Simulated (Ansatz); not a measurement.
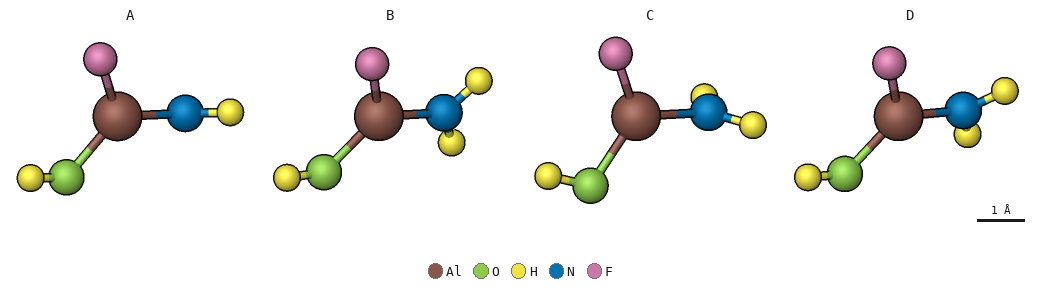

4 geometries from one relaxation of AlNH3OF, in shuffled order. Style: ball-and-stick. Shown at a tilt.

The run prepares the start of a later molecular dynamics calculation, from a guessed geometry.

Theory: Ansatz, RKS B3LYP-D4/def2-SVP. Set-up: no spin polarisation; force threshold 0.02 eV/Å; at most 40 steps.

**Order the frames from highest to lowest energy.**

C, A, D, B. They are steps 0, 3, 6, 12, at +19.8 kcal/mol, +5.89 kcal/mol, +1.06 kcal/mol relative to the last. Over 11 accepted moves (12 points after the start) the energy falls by 19.8 kcal/mol. Largest force component: 2.1 eV/Å at the start, 0.00089 eV/Å at the end. The line search rejected the trial step at point 10 of the run. The largest moves after the best rigid fit, 1.03 Å, are those of H atoms. By element the largest moves are H 1.03 Å, F 0.51 Å, O 0.42 Å, N 0.12 Å, Al 0.06 Å. Near-neighbour distances that change, for instance: Al–N 1.920 → 1.757 Å, Al–O 1.780 → 1.695 Å, H–O 1.010 → 0.960 Å, H–N 1.060 → 1.014 Å. Among the angles between lasting bonds that change: Al–O–H 109.5° → 125.9°, H–N–H 120.0° → 110.6°, Al–N–H 120.0° → 125.0°. Groups turn about Al–N by about 90°. Cost: 37 s on 1 thread of Arm Neoverse V1, with other jobs on the host, peak memory 0.16 GiB.
